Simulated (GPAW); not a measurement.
# Surface energy and work function of V(100) from slabs of 4 to 14 layers (RPBE)

How do energy and work function of V(100) films settle with thickness, and what surface energy follows?

Set-up. GPAW 26.7.0, plane waves at 450 eV with PAW setups; symmetric 1×1 slabs cut at the tabulated lattice constant (two decimals; low-temperature values for the alkali metals), atoms at bulk places, 7.5 Å of vacuum on each side, one in-plane mesh for all thicknesses, Fermi-Dirac smearing of 0.1 eV. Energies are extrapolated to zero smearing and count from the program's reference atoms. Functional RPBE. The cell's area is 9.120 Å².

The runs, one held back:

| layers | energy (eV) | work function (eV) |
| --- | --- | --- |
| 4 | −29.2782 | 3.71 |
| 5 | −37.4005 | 3.70 |
| 6 | −45.4492 | 3.70 |
| 7 | −53.4533 | 3.71 |
| 8 | −61.4887 | 3.71 |
| 9 | −69.5199 | 3.71 |
| 10 | −77.5372 | 3.71 |
| 11 | −85.5610 | 3.71 |
| 12 | −93.5932 | 3.71 |
| 14 | ? | ? |

**Question.** What surface energy do these runs give, and what energy and work function should the 14-layer slab have?

Worked answer. A slab of n layers has E(n) = nε + 2Aγ once its middle is bulk-like. A line through n = 6 to 12 has the slope ε = −8.0249 eV a layer and the intercept 2Aγ = 2.7090 eV (r.m.s. residual 6.3 meV). So γ = 2.7090 / (2 × 9.120 Å²) = 0.1485 eV/Å² = 2.38 J/m², with a standard error of about 0.01 J/m² from the scatter about the line. For 14 layers: 2.7090 + 14 × (−8.0249) = −109.639 eV; the run gives −109.638 eV, 0.5 meV over the line. The work function has no such law: from 6 to 12 layers it moves between 3.70 and 3.71 eV (mean 3.71), and the 14-layer slab gives 3.71 eV. The thinnest slab, 4 layers, lies 0.00 eV from that mean.

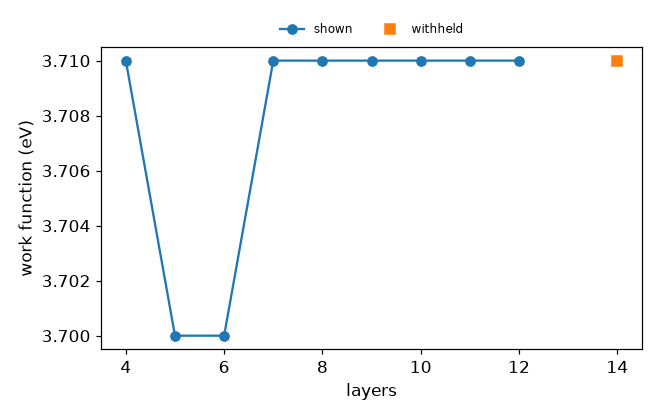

Work function against thickness.

Caveats: The surfaces are unrelaxed, so γ is an upper bound for this functional and lattice constant. The tabulated lattice constant isn't the functional's own, which strains the slab a little. The runs had no spin polarisation.
